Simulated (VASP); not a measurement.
Given:

```xyz
4
Lattice="2.9930 0.0000 0.0000 -1.4965 2.5920 0.0000 0.0000 0.0000 5.0718" Properties=species:S:1:pos:R:3 pbc="T T T"
Rh     0.0000     0.0000     0.0000
Rh     0.0000     0.0000     2.5359
N      0.0000     1.7280     1.2679
N      1.4965     0.8640     3.8038
```

All values below come from PBEsol GGA, VASP's PBE PAW potentials (set 64) (plane waves; VASP). Run with 520 eV cut-off, 13×13×7 Γ-centred mesh, tetrahedra with Blöchl corrections, potentials Rh_pv N.

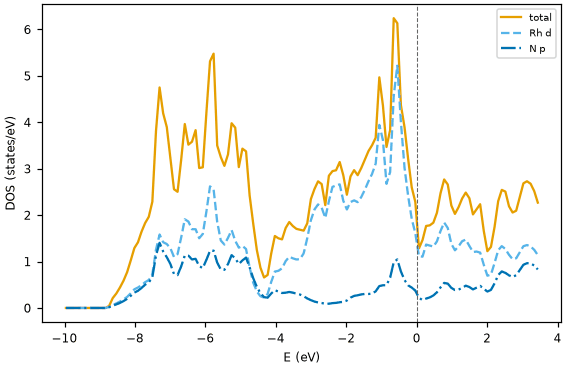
Figure: Total and projected density of states, zero at the Fermi level

Within 2 eV below the Fermi level the largest weight inside VASP's projection spheres is Rh d.

It has no gap at this level: it comes out as a metal or semimetal.

The structure was generated: RhN was put into the NiAs type type (P6_3/mmc), which need not be its known phase. It was relaxed first, which changed the volume by -16 %.
